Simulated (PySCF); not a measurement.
# C4H9B: the cost of one run

The runs use PySCF 2.14.0, with density-fitted response routines of our own; the level of theory stands in each step. All values are computed, except where a source is named. Atoms count from 0, in the outputs and in this text.

### 1 The molecule as given

14 atoms, charge 0, multiplicity 1; geometry from: GFN2-xTB. The atoms were then displaced at random by about 0.01 Å, so the start is not that level's minimum.

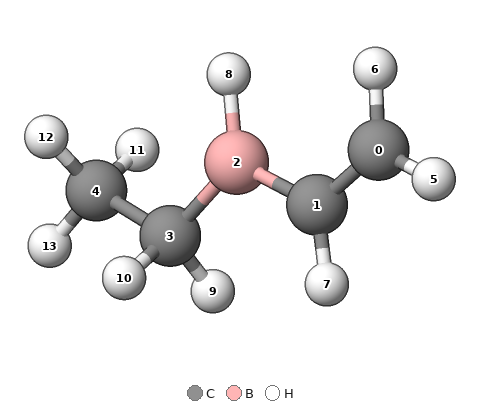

The starting geometry (carbon grey, boron pink, hydrogen white), atoms numbered.

### 2 Relaxing the molecule at PBE0-D3(BJ)/def2-SVP

The job: settings as JSON, then the geometry in Å.

```
{"job": {"xc": "PBE0", "basis": "def2-SVP", "d3": "d3bj", "grid": 1, "shake": 0.01, "kind": "geom"}, "charge": 0, "multiplicity": 1}
C      2.797810     0.365800     0.543340
C      1.688580    -0.151960    -0.023100
B      0.226960     0.325100     0.255440
C     -0.920990    -0.415290    -0.437160
C     -2.350920     0.159400    -0.210600
H      3.777220     0.054790     0.328960
H      2.706710     1.204900     1.240610
H      1.873080    -0.961430    -0.720090
H      0.065590     1.227200     1.018810
H     -0.777260    -0.481520    -1.502290
H     -0.960770    -1.463190    -0.086280
H     -2.395580     1.186280    -0.569440
H     -2.609070     0.195870     0.852620
H     -3.128520    -0.420960    -0.698560
```

Run with:

```bash
$ OMP_NUM_THREADS=1 python probes_run.py task.json out
```

This one command runs all jobs of the session in turn.

Q: Estimate the wall time and peak memory of this first job on 1 thread of Arm Neoverse V2, shared host.

About 30 s, with a peak of 0.47 GiB.
